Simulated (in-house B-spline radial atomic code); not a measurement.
Run report: He⁺, RPA and GW calculation

- system: He⁺, configuration 1s1.
- method: RPA, second-order and SOSEX correlation energies and G0W0 (contour deformation) on a scalar-relativistic (spin-free one-electron X2C) mean field, all electrons, B-spline basis (in-house B-spline radial atomic code)

**Input file**
```
Z = 2
electrons = 1.0
configuration = 1s1
hamiltonian = x2c
method = hf
lmax = 9
rms_radius = 1.6755
spin_polarised = True
box_radius = 23.78
intervals = 74
ion_configuration = bare nucleus
```

Hardware: 1 CPU thread, shared host.

The run was one of a batch that the task file lists, launched with:
```bash
python <driver script> task.json out
```

The program writes its results to a structured record and prints no log; tables and figures of this report are taken from that record.

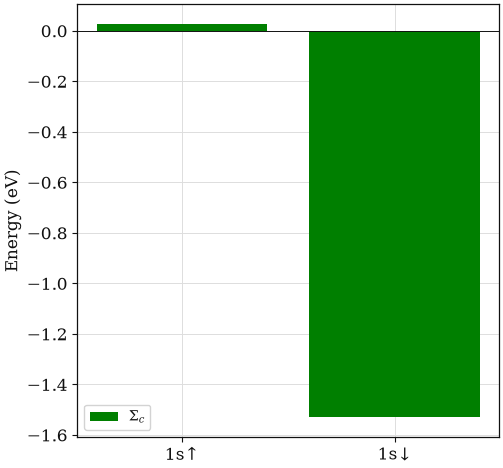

The G₀W₀ correction to each level (on Hartree–Fock the correlation self-energy alone) for He⁺ (1s). All-electron spherical atom, scalar X2C, Hartree-Fock start, no spin-orbit coupling, Breit or QED terms; computed with a B-spline radial code. The quasi-particle equation is solved at full frequency; levels of low quasi-particle weight Z are left out. Σ columns are in eV, and Σc holds an estimate for the angular momenta beyond the basis. G₀W₀ moves the highest occupied level, 1s↑, from −54.43 to −54.40 eV (renormalisation factor Z = 0.98). The empty level 1s↓ goes from −22.33 to −23.86 eV.

```
Level  Mean field (eV)  Σc (eV)     Z  G₀W₀ (eV)
  1s↑           −54.43     0.03  0.98     −54.40
  1s↓           −22.33    −1.53  0.99     −23.86
```

**Results in brief**

```tsv
quantity	value
outcome	converged
mean-field total energy	−2.00011 hartree
total energy with exact exchange alone	−2.00011 hartree
exact exchange energy	−0.62508 hartree
RPA correlation, extrapolated in the angular momentum of the empty orbitals	−0.01804 hartree
RPA correlation, as summed	−0.01802 hartree
direct second-order term	−0.01889 hartree
second-order exchange term	0.01889 hartree
SOSEX term	0.01804 hartree
wall time	0.9 s
```

**Notes**

To bear in mind: one electron: RPA and GW hold self-correlation, the exact correlation energy is zero.
